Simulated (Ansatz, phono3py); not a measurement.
# Scattering channels in NaCl (Fm-3m), one at a time

Aim: with force constants in hand, see how mesh, solver, isotopes and boundaries change the conductivity of NaCl.

Experimental results on record:
- thermal conductivity 7.1 W/m/K near room temperature (given in “Combining the AFLOW GIBBS and Elastic Libraries to efficiently and robustly screen thermo-mechanical properties of solids”, 2017, arXiv:1611.05714)
- thermal conductivity 7.1 W/m/K near room temperature (given in “Predicting the lattice thermal conductivity of solids by solving the Boltzmann transport equation: AFLOW - AAPL an automated, accurate and efficient framework”, 2017, arXiv:1611.05481)

Main program and level: phono3py 4.10.0; DFT LDA, scalar-relativistic, plane waves, PAW; PAW set soft_1; phono3py on Ansatz's force constants.

The database entry behind the starting cell differs from later determinations by our own check (an axis about 0.4 % short against later determinations), so it need not match the best structure at ambient conditions.

### 1. The starting structure

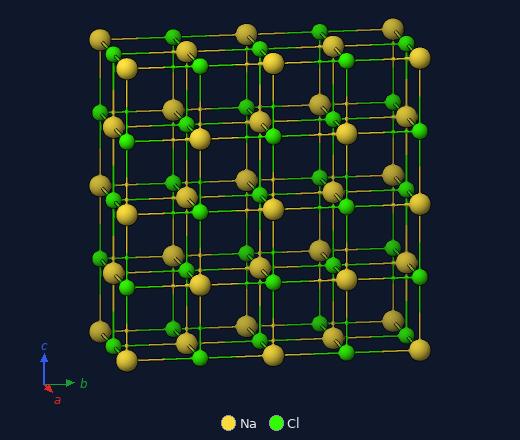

Start, viewed slightly off an axis; sodium yellow, chlorine green. 1×2×2 cells are drawn. This picture shows the conventional cell, with its axes. Some periodic images of atoms are drawn too.

### 2. Relaxation-time solution

The base run: each mode relaxes on its own with natural isotopes, and rates are split into normal and umklapp parts.

Input file phono3py.yaml:

```yaml
phono3py:
  version: "4.10.0"
  frequency_unit_conversion_factor: 15.633302
  symmetry_tolerance: 1.00000e-05

physical_unit:
  atomic_mass: "AMU"
  length: "angstrom"

space_group:
  type: "Fm-3m"
  number: 225
  Hall_symbol: "-F 4 2 3"

primitive_matrix:
- [  1.000000000000000,  0.000000000000000,  0.000000000000000 ]
- [  0.000000000000000,  1.000000000000000,  0.000000000000000 ]
- [  0.000000000000000,  0.000000000000000,  1.000000000000000 ]

supercell_matrix:
- [   3,   0,   0 ]
- [   0,   3,   0 ]
- [   0,   0,   3 ]

# [primitive_cell block left out]
unit_cell:
  lattice:
  - [     0.000000000000000,     2.732237653900000,     2.732237653900000 ] # a
  - [     2.732237653900000,     0.000000000000000,     2.732237653900000 ] # b
  - [     2.732237653900000,     2.732237653900000,     0.000000000000000 ] # c
  points:
  - symbol: Na # 1
    coordinates: [  0.000000000000000,  0.000000000000000,  0.000000000000000 ]
    mass: 22.989769
    reduced_to: 1
  - symbol: Cl # 2
    coordinates: [  0.500000000000000,  0.500000000000000,  0.500000000000000 ]
    mass: 35.450000
    reduced_to: 2

# [supercell block left out]
phonon_supercell_matrix:
- [   6,   0,   0 ]
- [   0,   6,   0 ]
- [   0,   0,   6 ]

# [phonon_primitive_cell block left out]
# [phonon_supercell block left out]
nac:
  born_effective_charge:
  - # 1 (Na)
    - [  1.071467268649414,  0.000000000000000,  0.000000000000000 ]
    - [  0.000000000000000,  1.071467268649414,  0.000000000000000 ]
    - [  0.000000000000000,  0.000000000000000,  1.071467268649414 ]
  - # 2 (Cl)
    - [ -1.071467268649414,  0.000000000000000,  0.000000000000000 ]
    - [  0.000000000000000, -1.071467268649414,  0.000000000000000 ]
    - [  0.000000000000000,  0.000000000000000, -1.071467268649414 ]
  dielectric_constant:
    - [  2.665497813049287,  0.000000000000000,  0.000000000000000 ]
    - [  0.000000000000000,  2.665497813049287,  0.000000000000000 ]
    - [  0.000000000000000,  0.000000000000000,  2.665497813049287 ]
  unit_conversion_factor: 14.399645
```

Launch:

```console
phono3py phono3py.yaml --mesh 19 19 19 --br --isotope --nu --ts 50 100 150 200 300 400 500 600 800
```

The log of the run:

```text
Rust backend (phonors) using rayon (8 threads).
Running in phono3py.load mode.
Spglib version 2.8.0
----------------------------- General settings -----------------------------
Run mode: conductivity-RTA
HDF5 data compression filter: gzip
Crystal structure was read from "phono3py.yaml".
Supercell (dim): [3 3 3]
Phonon supercell (dim-fc2): [6 6 6]
Primitive matrix:
  [1. 0. 0.]
  [0. 1. 0.]
  [0. 0. 1.]
Spacegroup: Fm-3m (225)
Use -v option to watch primitive cell, unit cell, and supercell structures.
NAC parameters were read from "phono3py.yaml".
fc3 was read from "fc3.hdf5".
fc2 was read from "fc2.hdf5".
----------------------------- Force constants ------------------------------
Max drift of fc3: -0.00000000 (zzz) -0.00000000 (zzz) -0.00000000 (zzz)
Max drift of fc2: 0.00000000 (yy) 0.00000000 (yy)
--------------------------- Calculation settings ---------------------------
Non-analytical term correction (NAC): True
NAC unit conversion factor:  14.39964
BZ integration: Tetrahedron-method
Temperature:  50.0  100.0  150.0  200.0  300.0 ... 800.0
Cutoff frequency: 0.01
Mesh sampling: [ 19 19 19 ]
Generating grid system ... [ 19 19 19 ]
fc3-r2q-transformation over three atoms: True
--------------------------- Phonon calculations ----------------------------
Use NAC by Gonze et al. (no real space sum in current implementation)
  PRB 50, 13035(R) (1994), PRB 55, 10355 (1997)
  G-cutoff distance: 1.21, Number of G-points: 307, Lambda: 0.21
Running harmonic phonon calculations...
-------------------- Lattice thermal conductivity (RTA) --------------------
Running heat capacity calculations...
Running velocity calculations...
Running isotope scattering calculations with tetrahedron method...
======================= Grid point 0 (1/220) =======================
q-point: ( 0.00  0.00  0.00)
Boundary mean free path (millimeter): 1000.000
Mass variance parameters: 0.00e+00 5.83e-04
Number of triplets: 220
Frequency     group velocity (x, y, z)     |gv|
   0.000   (   0.000    0.000    0.000)    0.000
   0.000   (   0.000    0.000    0.000)    0.000
   0.000   (   0.000    0.000    0.000)    0.000
   5.646   (   0.000    0.000    0.000)    0.000
   5.646   (   0.000    0.000    0.000)    0.000
   5.646   (   0.000    0.000    0.000)    0.000
======================= Grid point 1 (2/220) =======================
q-point: ( 0.05  0.00  0.00)
Boundary mean free path (millimeter): 1000.000
Mass variance parameters: 0.00e+00 5.83e-04
Number of triplets: 670
Frequency     group velocity (x, y, z)     |gv|
   0.522   ( -17.962   17.962   17.962)   31.111
   0.522   ( -17.962   17.962   17.962)   31.111
   0.758   ( -26.108   26.108   26.108)   45.220
   5.630   (   1.034   -1.034   -1.034)    1.790
   5.630   (   1.034   -1.034   -1.034)    1.790
   8.067   (   1.214   -1.214   -1.214)    2.103
[217 grid points left out]
======================= Grid point 1647 (220/220) =======================
q-point: (-0.26  0.47  0.21)
Boundary mean free path (millimeter): 1000.000
Mass variance parameters: 0.00e+00 5.83e-04
Number of triplets: 1810
Frequency     group velocity (x, y, z)     |gv|
   3.408   (  -3.567   13.732    0.000)   14.188
   3.509   (   1.398  -12.499   -0.000)   12.576
   4.417   (  -2.299    9.246    0.000)    9.528
   5.135   (  -0.615   -6.762   -0.000)    6.790
   6.084   (   2.346    2.880    0.000)    3.714
   6.123   (   0.472   -3.023   -0.000)    3.060
=================== End of collection of collisions ===================
----------- Thermal conductivity (W/m-k) with tetrahedron method -----------
#  T(K)        xx         yy         zz         yz         xz         xy
   50.0      69.188     69.188     69.188      0.000     -0.000     -0.000
  100.0      28.763     28.763     28.763      0.000     -0.000     -0.000
  150.0      19.023     19.023     19.023      0.000     -0.000     -0.000
  200.0      14.344     14.344     14.344      0.000     -0.000     -0.000
  300.0       9.665      9.665      9.665      0.000     -0.000     -0.000
  400.0       7.300      7.300      7.300      0.000     -0.000     -0.000
  500.0       5.867      5.867      5.867      0.000     -0.000     -0.000
  600.0       4.906      4.906      4.906      0.000     -0.000     -0.000
  800.0       3.696      3.696      3.696      0.000     -0.000     -0.000

Thermal conductivity related properties were written into
"kappa-m191919.hdf5".
Summary of calculation was written in "phono3py.yaml".
```

Run time: 23 s. Hardware: 8 threads of Arm Neoverse V2, shared host; peak memory 0.28 GiB; 2.5 min of CPU time.

Numbers from this step:

```yaml
kappa_at_300_k: 9.665 W/m/K
kappa_xx_yy_zz_at_300_k: 9.665, 9.665, 9.665 W/m/K
normal_share_of_three_phonon_scattering_at_300_k: 0.618
```

W/m/K. Kappa, by row:

```tsv
T (K)	xx	yy	zz	yz	xz	xy
50	69.19	69.19	69.19	0	0	0
100	28.76	28.76	28.76	0	0	0
150	19.02	19.02	19.02	0	0	0
200	14.34	14.34	14.34	0	0	0
300	9.665	9.665	9.665	0	0	0
400	7.3	7.3	7.3	0	0	0
500	5.867	5.867	5.867	0	0	0
600	4.906	4.906	4.906	0	0	0
800	3.696	3.696	3.696	0	0	0
```

The lattice thermal conductivity, xx by temperature:

```tsv
temperature (K)	lattice thermal conductivity, xx (W/m/K)
50	69.2
100	28.8
150	19.0
200	14.3
300	9.66
400	7.3
500	5.87
600	4.91
800	3.70
```

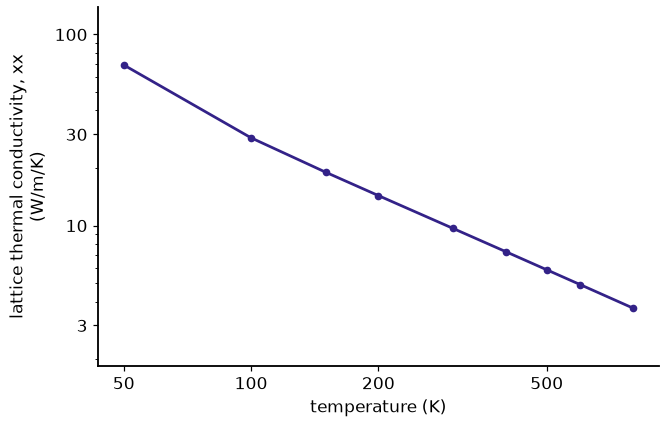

Lattice thermal conductivity, xx against temperature.

Table of mean scattering rate at 300 K by frequency:

```tsv
frequency (THz)	normal (1/ps)	umklapp (1/ps)
0.17	-	-
0.50	0.0363	0.00252
0.84	0.0698	0.0106
1.18	0.124	0.0202
1.51	0.145	0.0337
1.85	0.218	0.0627
2.19	0.179	0.0799
2.52	0.13	0.0916
2.86	0.131	0.121
3.20	0.143	0.156
3.53	0.142	0.143
3.87	0.16	0.113
4.21	0.159	0.073
4.54	0.232	0.0925
4.88	0.279	0.0705
5.21	0.272	0.0901
5.55	0.278	0.087
5.89	0.234	0.157
6.22	0.293	0.309
6.56	0.708	0.616
6.90	1.02	0.653
7.23	1.51	0.71
7.57	2.3	0.727
7.91	3.96	0.742
```

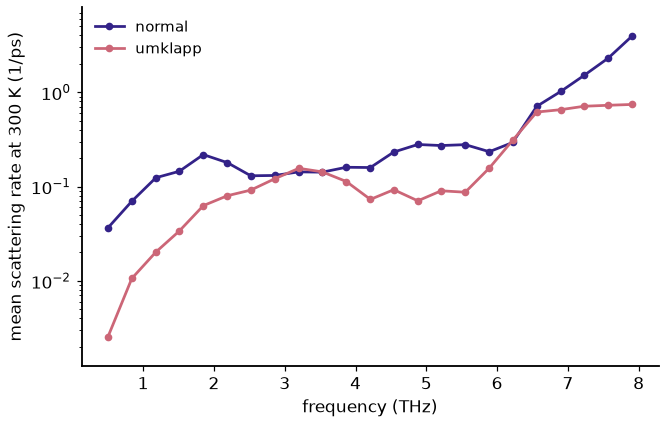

Mean scattering rate at 300 K against frequency.

The base value at 300 K is 9.66 W/(m K).

The lattice thermal conductivity, xx is 9.66 W/m/K at 300 K, going as T^-1.0 above 200 K.

### 3. Two programs, one set of constants

This step: DFT LDA, scalar-relativistic, plane waves, PAW; PAW set soft_1 (Ansatz 0.2.0).

Ansatz's figure includes its coherence part. Comparison, by row:

```tsv
T (K)	Ansatz RTA (W/m/K)	phono3py RTA (W/m/K)	difference (%)
50	69.48	69.19	-0.42
100	28.87	28.76	-0.38
150	19.13	19.02	-0.58
200	14.46	14.34	-0.83
300	9.801	9.665	-1.39
400	7.455	7.3	-2.08
500	6.039	5.867	-2.85
600	5.092	4.906	-3.65
800	3.904	3.696	-5.33
```

### 4. Without isotopes, third order supercell 3×3×3, supercell 6×6×6

Leaving out the isotope term shows how much the natural mass disorder scatters.

This step: DFT LDA, scalar-relativistic, plane waves, PAW; PAW set soft_1; phono3py on Ansatz's force constants (phono3py 4.10.0).

phono3py.yaml is that of step 2.

Launch:

```console
phono3py phono3py.yaml --mesh 19 19 19 --br --ts 50 100 150 200 300 400 500 600 800
```

The log of the run:

```text
[banner, memory and clock lines left out]
Rust backend (phonors) using rayon (8 threads).
Running in phono3py.load mode.
Spglib version 2.8.0
----------------------------- General settings -----------------------------
Run mode: conductivity-RTA
HDF5 data compression filter: gzip
Crystal structure was read from "phono3py.yaml".
Supercell (dim): [3 3 3]
Phonon supercell (dim-fc2): [6 6 6]
Primitive matrix:
  [1. 0. 0.]
  [0. 1. 0.]
  [0. 0. 1.]
Spacegroup: Fm-3m (225)
Use -v option to watch primitive cell, unit cell, and supercell structures.
NAC parameters were read from "phono3py.yaml".
fc3 was read from "fc3.hdf5".
fc2 was read from "fc2.hdf5".
----------------------------- Force constants ------------------------------
Max drift of fc3: -0.00000000 (zzz) -0.00000000 (zzz) -0.00000000 (zzz)
Max drift of fc2: 0.00000000 (yy) 0.00000000 (yy)
--------------------------- Calculation settings ---------------------------
Non-analytical term correction (NAC): True
NAC unit conversion factor:  14.39964
BZ integration: Tetrahedron-method
Temperature:  50.0  100.0  150.0  200.0  300.0 ... 800.0
Cutoff frequency: 0.01
Mesh sampling: [ 19 19 19 ]
Generating grid system ... [ 19 19 19 ]
fc3-r2q-transformation over three atoms: True
--------------------------- Phonon calculations ----------------------------
  PRB 50, 13035(R) (1994), PRB 55, 10355 (1997)
  G-cutoff distance: 1.21, Number of G-points: 307, Lambda: 0.21
Running harmonic phonon calculations...
-------------------- Lattice thermal conductivity (RTA) --------------------
Running heat capacity calculations...
Running velocity calculations...
======================= Grid point 0 (1/220) =======================
q-point: ( 0.00  0.00  0.00)
Boundary mean free path (millimeter): 1000.000
Number of triplets: 220
Frequency     group velocity (x, y, z)     |gv|
   0.000   (   0.000    0.000    0.000)    0.000
   0.000   (   0.000    0.000    0.000)    0.000
   0.000   (   0.000    0.000    0.000)    0.000
   5.646   (   0.000    0.000    0.000)    0.000
   5.646   (   0.000    0.000    0.000)    0.000
   5.646   (   0.000    0.000    0.000)    0.000
======================= Grid point 1 (2/220) =======================
q-point: ( 0.05  0.00  0.00)
Boundary mean free path (millimeter): 1000.000
Number of triplets: 670
Frequency     group velocity (x, y, z)     |gv|
   0.522   ( -17.962   17.962   17.962)   31.111
   0.522   ( -17.962   17.962   17.962)   31.111
   0.758   ( -26.108   26.108   26.108)   45.220
   5.630   (   1.034   -1.034   -1.034)    1.790
   5.630   (   1.034   -1.034   -1.034)    1.790
   8.067   (   1.214   -1.214   -1.214)    2.103
[217 grid points left out]
======================= Grid point 1647 (220/220) =======================
q-point: (-0.26  0.47  0.21)
Boundary mean free path (millimeter): 1000.000
Number of triplets: 1810
Frequency     group velocity (x, y, z)     |gv|
   3.408   (  -3.567   13.732    0.000)   14.188
   3.509   (   1.398  -12.499   -0.000)   12.576
   4.417   (  -2.299    9.246    0.000)    9.528
   5.135   (  -0.615   -6.762   -0.000)    6.790
   6.084   (   2.346    2.880    0.000)    3.714
   6.123   (   0.472   -3.023   -0.000)    3.060
=================== End of collection of collisions ===================
----------- Thermal conductivity (W/m-k) with tetrahedron method -----------
#  T(K)        xx         yy         zz         yz         xz         xy
   50.0      86.823     86.823     86.823      0.000     -0.000     -0.000
  100.0      32.216     32.216     32.216      0.000     -0.000     -0.000
  150.0      20.553     20.553     20.553      0.000     -0.000     -0.000
  200.0      15.216     15.216     15.216      0.000     -0.000     -0.000
  300.0      10.061     10.061     10.061      0.000     -0.000     -0.000
  400.0       7.526      7.526      7.526      0.000     -0.000     -0.000
  500.0       6.013      6.013      6.013      0.000     -0.000     -0.000
  600.0       5.008      5.008      5.008      0.000     -0.000     -0.000
  800.0       3.754      3.754      3.754      0.000     -0.000     -0.000

Thermal conductivity related properties were written into
"kappa-m191919.hdf5".
Summary of calculation was written in "phono3py.yaml".
```

Elapsed: 20 s, on 8 threads; peak memory 0.28 GiB; 2.3 min of CPU time.

This step gave:

| Item | Value |
| --- | --- |
| κ at 300 K | 10.06 W/m/K |
| κ xx, yy, zz at 300 K | 10.06, 10.06, 10.06 W/m/K |

W/m/K. Kappa, by row:

```tsv
T (K)	xx	yy	zz	yz	xz	xy
50	86.82	86.82	86.82	0	0	0
100	32.22	32.22	32.22	0	0	0
150	20.55	20.55	20.55	0	0	0
200	15.22	15.22	15.22	0	0	0
300	10.06	10.06	10.06	0	0	0
400	7.526	7.526	7.526	0	0	0
500	6.013	6.013	6.013	0	0	0
600	5.008	5.008	5.008	0	0	0
800	3.754	3.754	3.754	0	0	0
```

κ at 300 K goes from 9.66 in the base run to 10.1 W/(m K).

### 5. Another q-mesh, third order supercell 3×3×3, supercell 6×6×6

The q-mesh of the transport sums changes, with the same scattering terms.

phono3py.yaml is that of step 4.

Launch:

```console
phono3py phono3py.yaml --mesh 5 5 5 --br --isotope --ts 100 300 600
```

The log of the run:

```text
[banner, memory and clock lines left out]
Rust backend (phonors) using rayon (8 threads).
Running in phono3py.load mode.
Spglib version 2.8.0
----------------------------- General settings -----------------------------
Run mode: conductivity-RTA
HDF5 data compression filter: gzip
Crystal structure was read from "phono3py.yaml".
Supercell (dim): [3 3 3]
Phonon supercell (dim-fc2): [6 6 6]
Primitive matrix:
  [1. 0. 0.]
  [0. 1. 0.]
  [0. 0. 1.]
Spacegroup: Fm-3m (225)
Use -v option to watch primitive cell, unit cell, and supercell structures.
NAC parameters were read from "phono3py.yaml".
fc3 was read from "fc3.hdf5".
fc2 was read from "fc2.hdf5".
----------------------------- Force constants ------------------------------
Max drift of fc3: -0.00000000 (zzz) -0.00000000 (zzz) -0.00000000 (zzz)
Max drift of fc2: 0.00000000 (yy) 0.00000000 (yy)
--------------------------- Calculation settings ---------------------------
Non-analytical term correction (NAC): True
NAC unit conversion factor:  14.39964
BZ integration: Tetrahedron-method
Temperature:  100.0  300.0  600.0
Cutoff frequency: 0.01
Mesh sampling: [ 5 5 5 ]
Generating grid system ... [ 5 5 5 ]
fc3-r2q-transformation over three atoms: True
--------------------------- Phonon calculations ----------------------------
  PRB 50, 13035(R) (1994), PRB 55, 10355 (1997)
  G-cutoff distance: 1.21, Number of G-points: 307, Lambda: 0.21
Running harmonic phonon calculations...
-------------------- Lattice thermal conductivity (RTA) --------------------
Running heat capacity calculations...
Running velocity calculations...
Running isotope scattering calculations with tetrahedron method...
======================= Grid point 0 (1/10) =======================
q-point: ( 0.00  0.00  0.00)
Boundary mean free path (millimeter): 1000.000
Mass variance parameters: 0.00e+00 5.83e-04
Number of triplets: 10
Frequency     group velocity (x, y, z)     |gv|
   0.000   (   0.000    0.000    0.000)    0.000
   0.000   (   0.000    0.000    0.000)    0.000
   0.000   (   0.000    0.000    0.000)    0.000
   5.646   (   0.000    0.000    0.000)    0.000
   5.646   (   0.000    0.000    0.000)    0.000
   5.646   (   0.000    0.000    0.000)    0.000
======================= Grid point 1 (2/10) =======================
q-point: ( 0.20  0.00  0.00)
Boundary mean free path (millimeter): 1000.000
Mass variance parameters: 0.00e+00 5.83e-04
Number of triplets: 19
Frequency     group velocity (x, y, z)     |gv|
   1.920   ( -16.316   16.316   16.316)   28.259
   1.920   ( -16.316   16.316   16.316)   28.259
   2.789   ( -23.661   23.661   23.661)   40.981
   5.447   (   3.547   -3.547   -3.547)    6.143
   5.447   (   3.547   -3.547   -3.547)    6.143
   7.841   (   4.375   -4.375   -4.375)    7.578
[7 grid points left out]
======================= Grid point 40 (10/10) =======================
q-point: ( 0.60  0.40  0.20)
Boundary mean free path (millimeter): 1000.000
Mass variance parameters: 0.00e+00 5.83e-04
Number of triplets: 39
Frequency     group velocity (x, y, z)     |gv|
   3.103   (  -0.000   14.423    5.388)   15.397
   3.933   (   0.000  -12.249   -8.659)   15.001
   4.078   (  -0.000   25.494    0.543)   25.500
   5.496   (   0.000  -13.915   -9.230)   16.698
   5.960   (  -0.000   -0.707    9.401)    9.428
   6.025   (   0.000    2.887    1.514)    3.260
=================== End of collection of collisions ===================
----------- Thermal conductivity (W/m-k) with tetrahedron method -----------
#  T(K)        xx         yy         zz         yz         xz         xy
  100.0      27.169     27.169     27.169      0.000     -0.000     -0.000
  300.0       9.909      9.909      9.909      0.000     -0.000     -0.000
  600.0       5.095      5.095      5.095      0.000     -0.000     -0.000

Thermal conductivity related properties were written into
"kappa-m555.hdf5".
Summary of calculation was written in "phono3py.yaml".
```

Run time: 2.8 s. Hardware: 8 threads; peak memory 0.28 GiB; 2.9 s of CPU time.

Numbers from this step:

- κ at 300 K: 9.909 W/m/K
- κ xx, yy, zz at 300 K: 9.909, 9.909, 9.909 W/m/K

W/m/K. Kappa, by row:

```tsv
T (K)	xx	yy	zz	yz	xz	xy
100	27.17	27.17	27.17	0	0	0
300	9.909	9.909	9.909	0	0	0
600	5.095	5.095	5.095	0	0	0
```

κ at 300 K goes from 9.66 in the base run to 9.91 W/(m K).

### 6. Another q-mesh, third order supercell 3×3×3, supercell 6×6×6 (run 2)

The q-mesh of the transport sums changes, with the same scattering terms.

phono3py.yaml is that of step 5.

Launch:

```console
phono3py phono3py.yaml --mesh 7 7 7 --br --isotope --ts 100 300 600
```

The log of the run:

```text
[banner, memory and clock lines left out]
Rust backend (phonors) using rayon (8 threads).
Running in phono3py.load mode.
Spglib version 2.8.0
----------------------------- General settings -----------------------------
Run mode: conductivity-RTA
HDF5 data compression filter: gzip
Crystal structure was read from "phono3py.yaml".
Supercell (dim): [3 3 3]
Phonon supercell (dim-fc2): [6 6 6]
Primitive matrix:
  [1. 0. 0.]
  [0. 1. 0.]
  [0. 0. 1.]
Spacegroup: Fm-3m (225)
Use -v option to watch primitive cell, unit cell, and supercell structures.
[...]
6.002   (   4.902    1.463    0.000)    5.115
   6.133   (   1.226   -2.892   -0.000)    3.141
=================== End of collection of collisions ===================
----------- Thermal conductivity (W/m-k) with tetrahedron method -----------
#  T(K)        xx         yy         zz         yz         xz         xy
  100.0      27.669     27.669     27.669      0.000     -0.000     -0.000
  300.0       9.620      9.620      9.620      0.000     -0.000     -0.000
  600.0       4.917      4.917      4.917      0.000     -0.000     -0.000

Thermal conductivity related properties were written into
"kappa-m777.hdf5".
Summary of calculation was written in "phono3py.yaml".
```

The job ended after 2.9 s (8 threads; peak memory 0.28 GiB; 3.4 s of CPU time).

κ at 300 K goes from 9.66 in the base run to 9.62 W/(m K).

[end of part 1 of 5]

[Logs are printed without paths, hosts, clocks, repeated set-up lines and the standing remarks that a program may print on its own settings, such as how far it seeks lower states.]

[Hosts, paths, dates, database ids (printed as entryN), source tags and the programs' standing remarks are cut or masked in the printed files.]

[A step with changed settings may run another functional than the one named; its input shows which.]
